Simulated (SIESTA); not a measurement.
Band structure of AlN (P6_3mc, 4 atoms in the cell).

```
AlN
1.0
    3.13485     0.00000     0.00000
   -1.56742     2.71486     0.00000
    0.00000     0.00000     5.02699
Al N
2 2
Direct
  0.66667   0.33333   0.49929
  0.33333   0.66667   0.99929
  0.66667   0.33333   0.88071
  0.33333   0.66667   0.38071
```

Level of theory: GGA PBE, numerical atomic orbitals DZP, PseudoDojo PBE standard norm-conserving potentials (rewritten from UPF to PSML) run with SIESTA.

Settings: XC.functional = GGA; XC.authors = PBE; potentials = PseudoDojo PBE standard; PAO.BasisSize = DZP; PAO.EnergyShift = 0.005 Ry; MeshCutoff = 350 Ry; kgrid.MonkhorstPack = 12 12 7; OccupationFunction = FD; ElectronicTemperature = 10 K; MaxSCFIterations = 150; SCF.Mixer.Method = Pulay; SCF.Mixer.Weight = 0.25; SCF.Mixer.History = 8; SCF.DM.Tolerance = 1.0E-04.

The starting cell comes from a database of computed structures (which also holds hypothetical and non-ambient phases and stackings), without a prior relaxation at this level. Its lattice was rescaled by a random factor within 2.5 % of one. Values carry the incompleteness of an atom-centred basis.

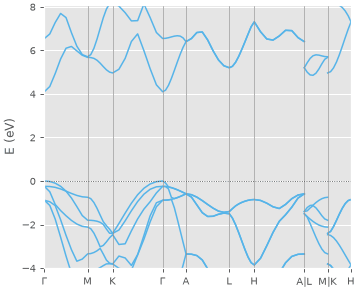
Figure: Bands along the path, energies from the top of the valence band on the path.

Question: Read off roughly the gap and where its edges lie.

Answer: The gap along the path is about 4.1 eV (computed: 4.10 eV), direct at Γ to within 0.01 eV.

Levels in eV from the top of the valence band on the path, bands 5 to 9:
```
point      5      6      7      8     9
-----  -----  -----  -----  -----  ----
Γ      -0.88  -0.24  -0.24   0.00  4.10
M      -3.35  -2.12  -1.80  -0.75  5.68
K      -3.81  -2.47  -2.40  -2.40  4.96
A      -0.59  -0.59  -0.59  -0.59  6.40
L      -1.50  -1.50  -1.40  -1.40  5.20
H      -3.85  -3.85  -0.85  -0.85  7.31
```

Higher empty bands are left out: an atom-centred basis made for the valence describes them poorly.
